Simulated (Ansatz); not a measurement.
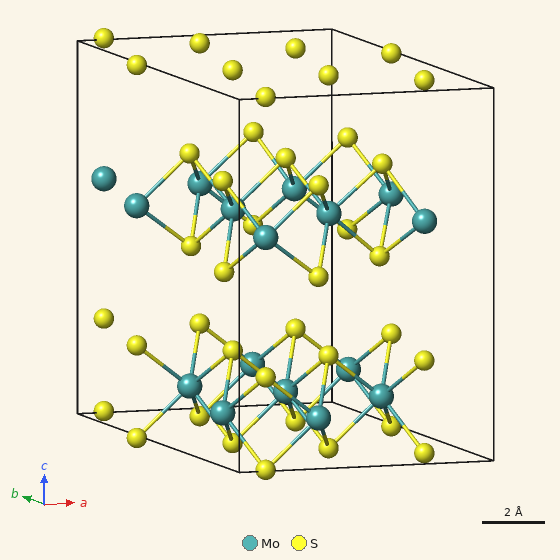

Ball-and-stick representation of a periodic structure, projected from a general direction. The frame is the supercell; atoms at its boundary are shown with their periodic copies. The host is MoS2, in a cell of 42 sites, and the cell carries a charge of -1.

### Which defect is modelled here, and what are its neighbours?

A sulfur vacancy. Around the empty site lie three Mo at about 2.4 Å.

Level of theory and settings: DFT PBEsol, scalar-relativistic, plane waves, PAW (Ansatz), an energy cutoff of 420 eV, k-grid 2×2×2, Gaussian smearing of 0.01 eV, collinear spins.

### Does the defective cell carry a moment?

Yes, 1.0 μB in the cell.

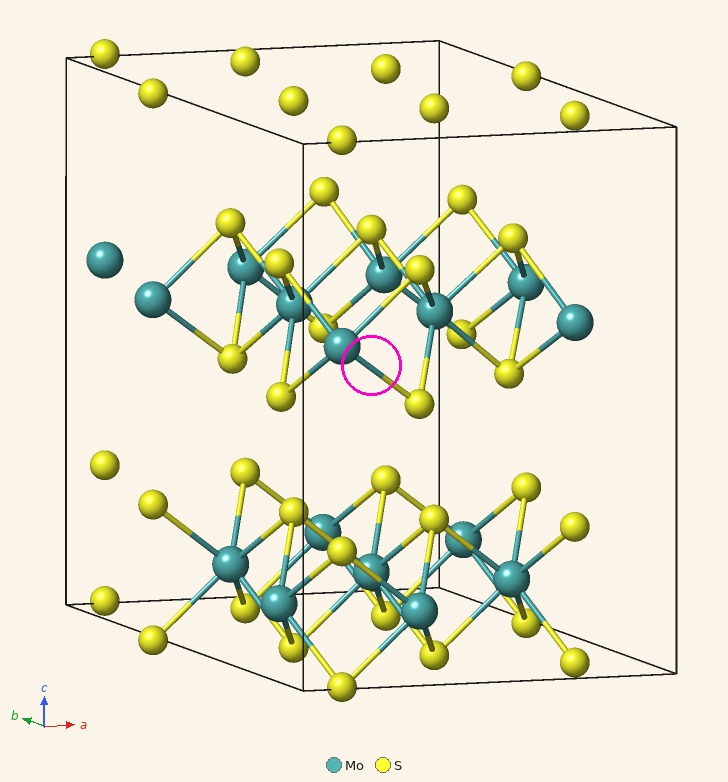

The same cell with a ring at the defect's site.

The atoms were relaxed in the host's cell with DFT PBEsol, scalar-relativistic, plane waves, PAW (Ansatz).
